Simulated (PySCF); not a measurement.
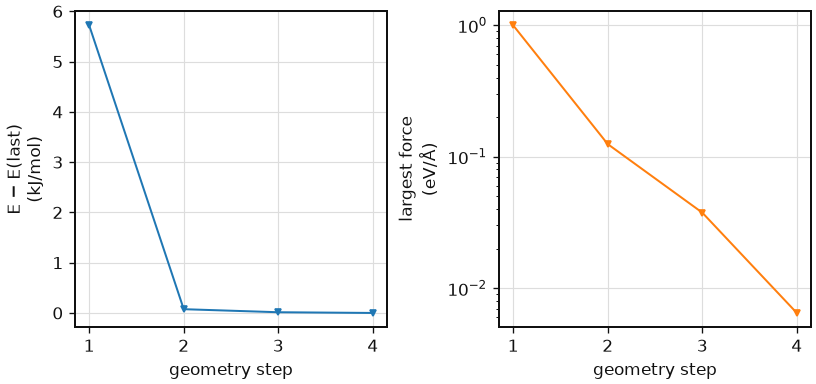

History of a geometry optimisation.

The run: trimethylsilane (SMILES C[SiH](C)C), by PySCF 2.14.0, density fitting, PBE0-D3(BJ)/def2-SVP, geometry optimisation.

> How did it end, and what did it gain?

The optimisation met its thresholds at geometry 4, counting the start as the first. The energy fell by about 5.7 kJ/mol from the first step to the last. The largest force goes from about 1 eV/Å at the start to 6 × 10⁻³ eV/Å at the end.
